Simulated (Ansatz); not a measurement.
**singlet BH2O+ at 6 levels**

We compute a comparison of 6 runs (HF/STO-3G, B3LYP/cc-pVTZ, CAM-B3LYP/cc-pVTZ, PBE-QIDH/cc-pVTZ, PBE/cc-pVTZ, r2SCAN/cc-pVTZ) of singlet BH2O+. 

Program for the calculation: Ansatz 0.2.0.

50 further runs of the same task are left out: 50 set aside as unsound or not needed.

## Step 1: The molecule

BH2O+: 4 atoms, total charge +1, spin state singlet. SMILES of the parent species: `[BH]O`. The coordinates come from a PBE0-D4/def2-TZVP relaxation. That shape belongs to the parent species and isn't relaxed for this state.

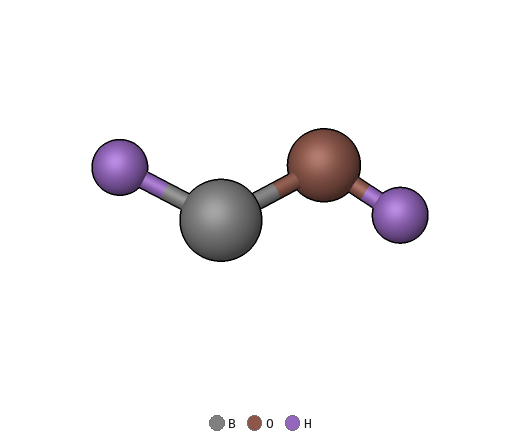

Viewed from a chosen angle; boron grey, oxygen brown, hydrogen purple.

## Step 2: A single-point energy at HF/STO-3G (run 1)

File job.yaml:

```yaml
crystal:
  periodic: [false, false, false]
  atoms:
    - {symbol: B, position_ang: [-0.006100, -0.485500, 0.388300]}
    - {symbol: O, position_ang: [0.119700, 0.544500, -0.448600]}
    - {symbol: H, position_ang: [-1.064200, -1.032400, 0.540300]}
    - {symbol: H, position_ang: [1.006100, 0.913200, -0.500300]}
basis:
  gaussian:
    orbitals: STO-3G
total_charge: 1
hamiltonian:
  xc: hf
accuracy: high
output: {orbitals: {seedname: orbitals}}
```

The run is started by

```
$ ansatz run job.yaml --threads 1 --pin off --max-ram 3480MiB --events-out events.jsonl --progress --plain --runs-dir runs
```

The program printed:

```text
Warning: RAYON_NUM_THREADS=1 ignored (pool sized by the plan → 1); use --threads N
Functional definition: HF
  name "HF"
  exchange = exact_x
  correlation = 0
187 factors; integrals over basis functions are off by at most 2.2e-8 eV
mean field evaluation 1: about -2691.7802 eV, gradient 3.7e1 eV
mean field evaluation 2: about -2691.7995 eV, gradient 3.7e1 eV
mean field evaluation 4: about -2696.5349 eV, gradient 2.1e0 eV
mean field evaluation 8: about -2696.5592 eV, gradient 5.7e-2 eV
mean field -2696.55917442 eV, -99.0967218663 hartree, gradient 1.3e-8 eV, S^2 0.000000; 0 other end points of the search recorded, 0 dependent functions left out
reference -2696.55917442 eV, -99.0967218663 hartree; 7, 7 occupied and 5, 5 virtual orbitals, 187 factors
Total energy: -2696.55917442 eV, -99.0967218663 hartree
```

Wall time 0.06 s (1 thread of Arm Neoverse V1, shared host).

## Step 3: A single-point energy at B3LYP/cc-pVTZ (run 2)

File molecule.yaml:

```yaml
crystal:
  periodic: [false, false, false]
  atoms:
    - {symbol: B, position_ang: [-0.006100, -0.485500, 0.388300]}
    - {symbol: O, position_ang: [0.119700, 0.544500, -0.448600]}
    - {symbol: H, position_ang: [-1.064200, -1.032400, 0.540300]}
    - {symbol: H, position_ang: [1.006100, 0.913200, -0.500300]}
basis:
  gaussian:
    orbitals: cc-pVTZ
total_charge: 1
hamiltonian:
  xc: {name: B3LYP}
accuracy: high
output: {orbitals: {seedname: orbitals}}
```

The run is started by

```
$ ansatz run molecule.yaml --threads 1 --pin off --max-ram 3480MiB --events-out events.jsonl --progress --plain --runs-dir runs
```

The program printed:

```text
Warning: RAYON_NUM_THREADS=1 ignored (pool sized by the plan → 1); use --threads N
Functional definition: B3LYP
  name "B3LYP"
  parameter a0 = 0.2
  parameter ax = 0.72
  parameter ac = 0.81
  exchange = (1 - a0 - ax)*slater_x + ax*b88_x + a0*exact_x
  correlation = (1 - ac)*vwn_rpa_c + ac*lyp_c
1459 factors; integrals over basis functions are off by at most 3.0e-9 eV
mean field evaluation 1: about -2731.1134 eV, gradient 1.0e2 eV
mean field evaluation 2: about -2626.7932 eV, gradient 2.0e2 eV
mean field evaluation 4: about -2747.4056 eV, gradient 8.2e0 eV
mean field evaluation 8: about -2747.5366 eV, gradient 1.8e-2 eV
mean field evaluation 16: about -2747.5366 eV, gradient 1.1e-6 eV
mean field -2747.53657979 eV, -100.9701069600 hartree, gradient 1.8e-8 eV, S^2 0.000000; 0 other end points of the search recorded, 0 dependent functions left out
reference -2747.53660919 eV, -100.9701080406 hartree; 7, 7 occupied and 81, 81 virtual orbitals, 1459 factors
Total energy: -2747.53660919 eV, -100.9701080406 hartree
```

Run time: 2.6 s. Hardware: 1 thread of Arm Neoverse V1, shared host; peak memory 0.17 GiB.

Runs 3 to 5 aren't shown in full; the table further down has their settings and results.

## Step 4: The energy at r2SCAN/cc-pVTZ (run 6)

molecule.yaml: that of step 3 with these lines changed.

```diff
@@ -11,5 +11,6 @@
 total_charge: 1
+output:
+  orbitals: {seedname: orbitals}
+accuracy: high
 hamiltonian:
-  xc: {name: B3LYP}
-accuracy: high
-output: {orbitals: {seedname: orbitals}}
+  xc: r2scan
```

The run is started by

```
$ ansatz run molecule.yaml --threads 1 --pin off --max-ram 3480MiB --events-out events.jsonl --progress --plain --runs-dir runs
```

The program printed:

```text
Warning: RAYON_NUM_THREADS=1 ignored (pool sized by the plan → 1); use --threads N
Functional definition: r2SCAN
  name "r2SCAN"
  parameter k0 = 0.174
  parameter k1 = 0.065
  parameter a1 = 4.9479
  exchange = r2scan_x(k0 = k0, k1 = k1, a1 = a1)
  correlation = r2scan_c
1459 factors; integrals over basis functions are off by at most 3.0e-9 eV
mean field evaluation 1: about -2729.1426 eV, gradient 1.0e2 eV
mean field evaluation 2: about -2612.1212 eV, gradient 2.0e2 eV
mean field evaluation 4: about -2745.6445 eV, gradient 9.6e0 eV
mean field evaluation 8: about -2745.8311 eV, gradient 7.5e-2 eV
mean field evaluation 16: about -2745.8311 eV, gradient 3.2e-6 eV
mean field -2745.83114609 eV, -100.9074334277 hartree, gradient 9.4e-8 eV, S^2 0.000000; 0 other end points of the search recorded, 0 dependent functions left out
reference -2745.83114678 eV, -100.9074334530 hartree; 7, 7 occupied and 81, 81 virtual orbitals, 1459 factors
Total energy: -2745.83114678 eV, -100.9074334530 hartree
```

Run time: 3.9 s. Hardware: 1 thread of Arm Neoverse V1, shared host; peak memory 0.18 GiB.

## Step 5: Overview of the runs

```csv
run,level,frozen core orbitals,energy (Eh),HOMO energy (eV),LUMO energy (eV),HOMO–LUMO gap (eV),wall time
1,HF/STO-3G,–,-99.096722,-22.13,-5.33,16.80,0.06 s
2,B3LYP/cc-pVTZ,–,-100.970108,-19.01,-11.48,7.53,2.6 s
3,CAM-B3LYP/cc-pVTZ,–,-100.919664,-20.80,-9.98,10.83,2.9 s
4,PBE-QIDH/cc-pVTZ,2,-100.828806,-21.91,-9.00,12.91,3.9 s
5,PBE/cc-pVTZ,–,-100.841347,-17.68,-12.23,5.45,2.4 s
6,r2SCAN/cc-pVTZ,–,-100.907433,-17.98,-11.87,6.11,3.9 s
```

## Step 6: What came out

```
            quantity          value
 run 6: total energy  -100.90743 Eh
  run 6: HOMO energy      -17.98 eV
  run 6: LUMO energy      -11.87 eV
run 6: HOMO–LUMO gap        6.11 eV
```

In words: The HOMO–LUMO gap runs from 5.45 eV (PBE/cc-pVTZ) to 16.80 eV (HF/STO-3G). The two ends differ in method and basis. Totals of different functionals can't be ranked against each other. In run 1 the basis is minimal, so the values are rough. All runs together took 16 s, the longest 3.9 s.
